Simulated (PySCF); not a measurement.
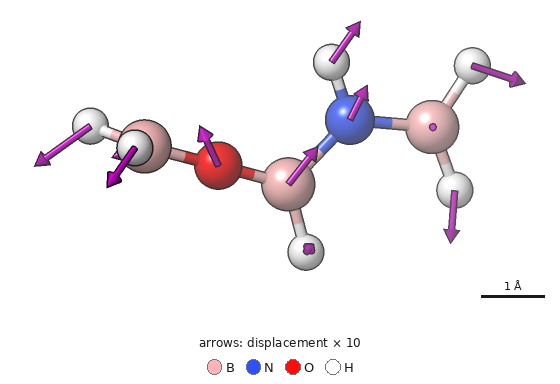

This is a relaxation of B₃NH₆O. The starting structure is drawn; purple arrows show the displacements, 10 times their true length. The two geometries are superimposed by the best rigid fit.

Style: ball-and-stick. Shown from a free direction.

The start comes from GFN2-xTB. Its atoms were then displaced at random by about 0.01 Å.

Theory: PBE0-D3(BJ)/def2-SVP geometry optimisation, gas phase (PySCF 2.14.0, density-fitted response routines). 

Describe the change and its energy.

The atom that moves furthest after the best rigid fit is an H atom (0.11 Å). Largest moves by element: H 0.11 Å, B 0.08 Å, O 0.08 Å, N 0.06 Å. Among the contacts that change: B–O 1.262 → 1.347 Å, B–H 1.135 → 1.207 Å, B–H 1.167 → 1.211 Å, B–N 1.449 → 1.431 Å. Bond angles that change, for instance: B–O–B 179.5° → 176.6°, B–N–B 128.7° → 125.9°, O–B–H 122.5° → 119.7°. Over 9 geometry steps the energy falls by 7.79 kcal/mol. Cost: 29 s on 1 thread of Arm Neoverse V2, on a shared host.
